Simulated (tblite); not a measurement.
## Molecular dynamics of C₅H₅N (part 1 of 2)

- system: C₅H₅N
- method: GFN1-xTB Langevin dynamics, gas phase (tblite 0.8.0)

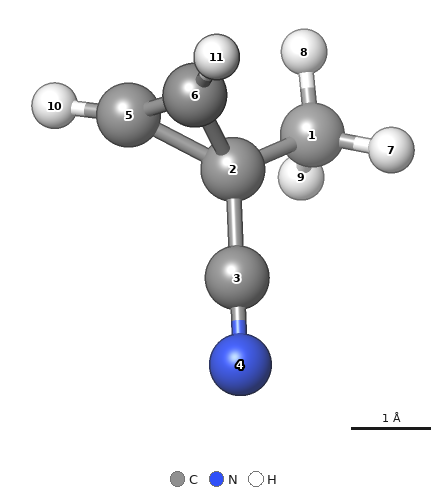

Figure 1. The structure as given in the input (ball-and-stick view, seen at a tilt; atoms are numbered from 1 in the order of the input). Bond lengths as drawn: C–C 1.30 to 1.52 Å, C–H 1.06 to 1.09 Å and C–N 1.15 Å.

**Input**
```
{"job": {"dt": 0.5, "steps": 8000, "equilibration": 1000, "friction": 0.005, "h_mass": 1.008, "method": "GFN1-xTB", "temperature": 300, "xc": "GFN1-xTB", "basis": "xTB", "kind": "md"}, "charge": 0, "multiplicity": 1}
C     -1.232118    -0.563221    -0.029179
C      0.076319     0.205431    -0.077957
C     -0.031159     1.515036    -0.634739
N     -0.114542     2.566756    -1.081700
C      1.399547    -0.514399    -0.228081
C      1.160244    -0.032324     0.951570
H     -1.966024    -0.031251     0.574908
H     -1.067331    -1.546893     0.405545
H     -1.641067    -0.686581    -1.031240
H      2.011497    -1.040142    -0.917733
H      1.426331     0.138271     1.964752
```

The first line tells a small driver script what to run in tblite; the rest is the geometry in Å.

Machine: 1 CPU thread, shared host.

Run as:
```bash
OMP_NUM_THREADS=1 python <driver script> task.json out
```

**What the program printed**
```
t/fs     T/K   E - E0/eV
     0.0    302.0     0.0104
   187.5    368.6     0.2792
   375.0    263.7     0.4149
   562.5    301.7     0.2008
   750.0    341.0     0.5062
   937.5    347.1     0.3124
  1125.0    312.0     0.2557
  1312.5    291.3     0.4857
  1500.0    391.9     0.2859
  1687.5    479.0     0.3606
  1875.0    334.0     0.3659
  2062.5    305.6     0.4361
  2250.0    381.2     0.2872
  2437.5    280.0     0.2954
  2625.0    189.7     0.2843
  2812.5    254.0     0.3887
  3000.0    361.4     0.3157
  3187.5    166.4     0.2329
  3375.0    255.8     0.2578
  3562.5    234.9     0.3425
  3750.0    369.6     0.5373
  3937.5    385.5     0.5858
  4125.0    440.3     0.5201
  4312.5    383.4     0.3447
  4500.0    240.8     0.2542
```

**Trajectory as extended XYZ (Å, eV, eV/Å), 25 frames, from step=0 to step=9000**
```
11
Properties=species:S:1:pos:R:3:forces:R:3 step=0 time_fs=0.0 energy=-444.24807 temperature=302.0
C    -1.2321   -0.5632   -0.0292   -0.0470  -0.1210   0.0400
C     0.0763    0.2054   -0.0780    0.4080  -0.3690   0.2330
C    -0.0312    1.5150   -0.6347   -0.0020   0.0130  -0.0070
N    -0.1145    2.5668   -1.0817   -0.0430   0.4920  -0.2090
C     1.3995   -0.5144   -0.2281   -0.2950   0.0860   0.0210
C     1.1602   -0.0323    0.9516   -0.2570   0.0080  -0.1690
H    -1.9660   -0.0313    0.5749   -0.0070   0.0380   0.0450
H    -1.0673   -1.5469    0.4055    0.0000  -0.0590   0.0240
H    -1.6411   -0.6866   -1.0312    0.0150  -0.0040  -0.0570
H     2.0115   -1.0401   -0.9177    0.1540  -0.1230  -0.1600
H     1.4263    0.1383    1.9648    0.0740   0.0400   0.2410
11
Properties=species:S:1:pos:R:3:forces:R:3 step=375 time_fs=187.5 energy=-443.97931 temperature=368.6
C    -1.4061   -0.4748    0.6127   -1.2460   0.0730  -1.0390
C    -0.1164    0.2183    0.2406    0.2650  -0.6430   0.0380
C    -0.2115    1.1854   -0.7777   -0.5450   1.2080  -1.2790
N    -0.2892    1.8745   -1.7001    0.0800  -0.1220   0.3800
C     1.2286   -0.5222    0.1425   -1.6330   1.7020   1.9660
C     1.0451    0.2979    1.1516    1.0210  -0.5690   0.2040
H    -1.9132   -0.0757    1.4639    0.0190   0.7480   0.8250
H    -1.2486   -1.5013    0.8577    0.2410  -0.8810  -0.1230
H    -2.1906   -0.3906   -0.1941    1.0500  -0.2330   0.4290
H     1.7503   -1.1441   -0.4786    1.0000  -1.1870  -0.9760
H     1.4391    0.7118    2.0727   -0.2530  -0.0950  -0.4260
11
Properties=species:S:1:pos:R:3:forces:R:3 step=750 time_fs=375.0 energy=-443.84361 temperature=263.7
C    -1.4484    0.5288    1.2083    0.2450  -1.5800  -0.7910
C    -0.2103    0.4000    0.2991   -0.4830   0.5110   1.7380
C    -0.3796    0.7684   -1.0235   -0.4690   0.5620  -0.7980
N    -0.4743    0.9908   -2.1368   -0.1500   0.3910  -1.5680
C     0.7914   -0.6477    0.4239    0.6890  -1.5220   0.4370
C     1.2335    0.5087    0.8129    0.0830   0.1390   0.3460
H    -1.1198    0.9448    2.1068    0.3190   0.7560   1.6240
H    -1.9895   -0.4271    1.4521    0.6970   0.7060  -0.5280
H    -2.1087    1.1953    0.7093   -0.7730   0.5390  -0.2460
H     0.7739   -1.6943    0.2035    0.5300  -0.0630   0.1710
H     2.0185    1.1380    1.2404   -0.6880  -0.4410  -0.3860
11
Properties=species:S:1:pos:R:3:forces:R:3 step=1125 time_fs=562.5 energy=-444.05773 temperature=301.7
C    -1.6556    1.1758    1.1220   -0.0360  -0.4510  -0.0240
C    -0.5704    0.7594    0.1395   -0.5070  -0.6970  -0.2370
C    -1.0193    0.4750   -1.1940   -0.0850   0.4610   0.3260
N    -1.3906    0.3195   -2.2648   -0.2160  -0.2480  -0.7210
C     0.6086   -0.0821    0.5889   -0.0060   0.1470  -0.2940
C     0.8463    1.1636    0.3037    0.8360   0.7620  -0.3180
H    -2.1973    0.2696    1.4850   -0.0070   0.8480  -0.4850
H    -2.3000    1.9881    0.7242    0.2400  -0.8040   0.1810
H    -1.0951    1.5538    1.9502    0.0590   0.4580   0.8640
H     0.9552   -1.0874    0.6712   -0.0260  -0.0220   0.3600
H     1.5086    1.9946    0.0780   -0.2520  -0.4550   0.3480
11
Properties=species:S:1:pos:R:3:forces:R:3 step=1500 time_fs=750.0 energy=-443.75231 temperature=341.0
C    -2.0118    1.5379    0.7766    1.5440   1.9730   1.1810
C    -0.8650    0.8971    0.0045   -2.3780  -1.0560  -1.2670
C    -1.3081    0.3050   -1.3227    0.1240   0.6660   0.3340
N    -1.5834    0.0953   -2.4286    0.2470  -0.0420   1.2590
C     0.3841    0.4446    0.6715   -0.1920  -0.9100  -0.3340
C     0.4483    1.4930   -0.0790    2.3320   2.0290  -1.0150
H    -2.8163    0.9133    1.0173   -1.0490  -1.2370   0.0320
H    -2.3664    2.3664    0.1671   -0.2530   0.1540   0.0570
H    -1.6760    1.9859    1.7923   -0.1500  -0.6970  -1.6640
H     0.8055   -0.4531    1.0079    0.4460  -0.4710   0.7300
H     1.0914    2.1987   -0.6291   -0.6710  -0.4060   0.6860
11
Properties=species:S:1:pos:R:3:forces:R:3 step=1875 time_fs=937.5 energy=-443.94613 temperature=347.1
C    -2.1946    1.3870    0.7251    1.2000  -0.4090  -0.1100
C    -0.9200    0.8705   -0.1213   -2.2870   1.0000   1.4990
C    -1.2457    0.3928   -1.4046    0.2050   0.3370   0.2140
N    -1.3991    0.1971   -2.5159   -0.4060  -0.5820  -1.5200
C     0.2819    0.3640    0.5793   -0.2390  -0.2530   0.2610
C     0.4015    1.5318    0.0639    0.9920   1.6650  -0.8090
H    -2.9508    0.5718    0.7985    0.7050   0.4990   0.1790
H    -2.7130    2.2564    0.2716    0.6080  -0.4480   0.1050
H    -1.7609    1.6781    1.7221   -0.7980  -0.3240  -0.8270
H     0.6588   -0.4001    1.1604    0.5070  -1.2090   0.8010
H     1.0509    2.3494   -0.2334   -0.4870  -0.2760   0.2090
11
Properties=species:S:1:pos:R:3:forces:R:3 step=2250 time_fs=1125.0 energy=-444.00275 temperature=312.0
C    -1.8009    1.5464    0.7549   -0.7480   1.1090   0.4570
C    -0.7159    0.9333   -0.0494    0.6460  -0.2610  -1.3960
C    -1.1451    0.7311   -1.4152    0.2000   0.0610  -0.1070
N    -1.4887    0.6645   -2.5086   -0.0830  -0.1210  -0.1700
C     0.3287    0.0315    0.5099    0.5680   1.3820  -0.1380
C     0.7535    1.2277    0.1703    0.8610   0.7400   0.6540
H    -2.5378    0.7662    1.0181    0.1920   0.5790   0.0740
H    -2.2905    2.3771    0.1618    0.3710  -0.9560   0.6740
H    -1.3230    1.9986    1.6362   -0.5340  -0.1860   0.0380
H     0.5477   -0.8793    0.9784    0.0430  -0.8190   0.2390
H     1.5588    2.0383    0.2326   -1.5150  -1.5280  -0.3260
11
Properties=species:S:1:pos:R:3:forces:R:3 step=2625 time_fs=1312.5 energy=-443.77279 temperature=291.3
C    -1.4781    1.5288    0.7584   -0.9200   3.2410   0.1010
C    -0.3749    0.9021   -0.0419    0.4510  -0.6380   1.4440
C    -0.7781    0.9328   -1.3812    0.4550  -0.4160  -1.2180
N    -1.1627    0.9799   -2.4593   -0.2300   0.0660  -0.6040
C     0.3458   -0.2432    0.6163    1.3220   0.8270  -0.0890
C     1.0737    0.8561    0.4594   -0.5950  -0.6020   0.4330
H    -2.0866    0.9298    1.3806   -0.6680  -1.4490   0.0770
H    -2.1834    2.1840    0.1066    1.1860  -1.1510   0.9180
H    -1.0689    2.2052    1.5175    0.2860   0.3340  -0.2320
H     0.2680   -1.2415    1.0408   -0.0260   0.5260  -0.3980
H     1.9969    1.4425    0.6826   -1.2590  -0.7370  -0.4300
11
Properties=species:S:1:pos:R:3:forces:R:3 step=3000 time_fs=1500.0 energy=-443.97258 temperature=391.9
C    -0.9734    2.2516    0.6165   -0.8970   1.4040   0.3420
C    -0.0494    1.2394    0.0433   -0.2970  -0.6790  -0.1730
C    -0.2530    1.0935   -1.3756    0.2420   0.1940  -0.2410
N    -0.4852    1.0776   -2.5012    0.0280  -0.1370  -0.0230
C     0.2200    0.0132    0.8823    2.2870   1.2300  -0.3290
C     1.2158    0.9116    0.7338   -0.6050  -1.6440   0.4340
H    -1.9673    2.0405    0.2699   -0.7200  -0.1210  -0.4060
H    -0.7533    3.2886    0.2592    0.0970  -0.7310   0.6290
H    -1.0667    2.1541    1.7067    0.5360   0.3930  -0.2160
H    -0.1543   -0.9647    1.1777    0.2830   0.7010  -0.0530
H     2.2288    1.3213    0.8726   -0.9570  -0.6100   0.0370
11
Properties=species:S:1:pos:R:3:forces:R:3 step=3375 time_fs=1687.5 energy=-443.89788 temperature=479.0
C     0.1233    2.6707    0.2948    1.8530  -0.8730   0.7710
C     0.4646    1.2735   -0.2564    0.4060   0.1550   1.2390
C     0.6590    1.2976   -1.6688   -0.3100  -0.6520   0.1300
N     0.6786    1.2567   -2.8141    0.2060   0.1390  -0.5530
C    -0.0520    0.0557    0.5113    3.5250   1.8470  -0.7080
C     1.2420    0.3429    0.6543   -2.3050  -0.1430  -0.5060
H    -0.5842    3.0781   -0.3742   -0.8620   0.8800  -0.1340
H     1.0394    3.2710    0.4119   -0.1590   0.0620  -0.8390
H    -0.1200    2.5639    1.3415   -1.0820  -0.0560   0.1380
H    -0.9505   -0.4329    0.5797   -1.2930  -1.0860   0.3950
H     2.1968    0.2639    1.1190    0.0220  -0.2730   0.0690
11
Properties=species:S:1:pos:R:3:forces:R:3 step=3750 time_fs=1875.0 energy=-443.89261 temperature=334.0
C     1.7232    2.5382    0.1894   -0.5360   0.8680  -1.8630
C     0.8929    1.3339   -0.2946    1.1740   0.6320   0.6600
C     1.2017    1.0497   -1.6600   -0.3750  -0.5190  -2.3390
N     1.2641    0.9820   -2.8245    0.1520  -0.0080   2.0570
C    -0.4534    1.0242    0.2336   -1.2700   0.9810  -0.1510
C     0.4900    0.3840    0.8045    1.5740  -1.5950  -0.1660
H     1.9082    3.1276   -0.7742   -0.1570  -0.1920   1.5640
H     2.6849    2.2340    0.5698    0.2330  -0.2090   0.1990
H     1.1768    3.1132    0.9452    0.1910   0.0010  -0.2990
H    -1.4534    1.3425    0.1715   -0.7040   0.1070   0.0010
H     0.9822   -0.3929    1.3424   -0.2810  -0.0650   0.3380
11
Properties=species:S:1:pos:R:3:forces:R:3 step=4125 time_fs=2062.5 energy=-443.82242 temperature=305.6
C     2.0902    2.0067   -0.0244    1.4710   0.1910  -0.2830
C     0.9933    1.2386   -0.7344    1.3850  -0.1980  -0.8020
C     1.4682    0.5871   -1.9638   -1.1540   0.4410   1.9250
N     1.6452    0.0655   -2.9609    0.5100  -0.5460  -1.2110
C    -0.4503    1.5397   -0.6842   -1.3210   2.6320  -1.0160
C    -0.0527    0.6901    0.1669    0.5140  -2.8460   1.5280
H     2.0937    3.1017   -0.1878   -0.2190  -0.4860   0.0250
H     3.0316    1.6002   -0.5257   -0.7850   0.6440   1.1640
H     2.0713    1.8150    1.0820    0.1740   0.0910  -1.0740
H    -1.1341    2.2897   -1.0179   -0.2430  -0.1530  -0.0630
H    -0.1037   -0.0591    0.9387   -0.3320   0.2300  -0.1930
11
Properties=species:S:1:pos:R:3:forces:R:3 step=4500 time_fs=2250.0 energy=-443.97129 temperature=381.2
C     2.4079    2.3314   -0.7156    0.4970  -0.6760   1.5550
C     1.4893    1.4365   -1.4895   -0.9950  -0.2250   0.5090
C     2.0690    0.3202   -2.1552   -0.5180  -1.0040  -1.2060
N     2.2380   -0.5638   -2.8841    0.3490   0.4450   0.6690
C     0.1927    1.9434   -2.0433   -0.7070   1.6150  -1.2740
C     0.0328    1.2731   -0.9507    0.7240  -0.3570   0.6680
H     3.3411    2.5593   -1.2132    0.1480  -0.1030  -0.2780
H     2.6507    1.8208    0.2716   -0.1520   0.6580  -1.0360
H     1.8969    3.2478   -0.5050   -0.2360   0.6410   0.2510
H    -0.2392    2.6547   -2.7943    0.5770  -1.1120   0.8660
H    -0.5247    0.9218   -0.0826    0.3130   0.1190  -0.7240
11
Properties=species:S:1:pos:R:3:forces:R:3 step=4875 time_fs=2437.5 energy=-443.96311 temperature=280.0
C     2.1128    3.0782   -1.2863    0.1170   1.1570   0.7120
C     1.6434    1.8639   -2.0469    0.1320  -0.7660  -0.1420
C     2.6037    0.7636   -2.1510    1.1320  -1.1160  -1.1810
N     3.3532   -0.0986   -2.4070   -1.5670   1.7740   0.7920
C     0.4565    1.9238   -2.9971   -0.4080  -0.7880   1.6110
C     0.2077    1.4744   -1.7755    0.6660   0.5410  -1.0730
H     2.9852    3.6546   -1.6666   -0.5750  -0.6030  -0.2070
H     2.3824    2.7824   -0.2543   -0.1390   0.0370  -0.3980
H     1.2463    3.7705   -1.2079    0.5820  -0.2470  -0.0460
H     0.0244    2.0782   -3.9742    0.4340   0.0970   0.2760
H    -0.3071    1.1744   -0.8876   -0.3730  -0.0860  -0.3450
```
